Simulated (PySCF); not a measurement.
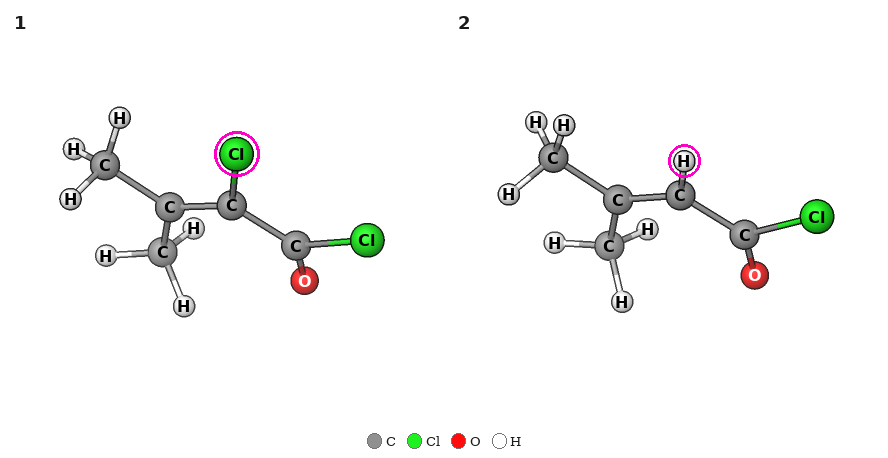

2 molecules with one skeleton, seen from the same side and at one scale; the atom that differs is circled. Charge 0, singlet. Computed geometries: GFN2-xTB optimisations, one conformation each. Properties computed with PySCF 2.14.0.

One atom differs, called X below: Cl in panel 1, H in panel 2. Their formulas are C5H6Cl2O (`CC(C)=C(Cl)C(=O)Cl`), C5H7ClO (`CC(C)=CC(=O)Cl`).

In which is the GIAO shielding of the C bonded to X larger (PBE0/pcSseg-1)?

In panel 2 (X = H).

In which is the HOMO–LUMO gap larger (PBE0/pcSseg-1)?

In panel 2 (X = H).

Give the values. With GFN2-xTB: length of X–C (Å), mean angle X–C–C (°). With PBE0/pcSseg-1: dipole moment (D), HOMO energy (Kohn–Sham orbital) (eV), HOMO–LUMO gap (eV), Hirshfeld charge of X (e), GIAO shielding of the C bonded to X (ppm).

```
                                 quantity  1 (Cl)  2 (H)   2 − 1
                        length of X–C (Å)   1.733  1.079  −0.654
                     mean angle X–C–C (°)   118.6  118.5    −0.1
                        dipole moment (D)    4.04   4.49   +0.45
     HOMO energy (Kohn–Sham orbital) (eV)   −7.65  −8.04   −0.39
                       HOMO–LUMO gap (eV)    5.46   6.11   +0.65
                Hirshfeld charge of X (e)   −0.01   0.04   +0.05
GIAO shielding of the C bonded to X (ppm)    54.8   58.8    +4.0
```
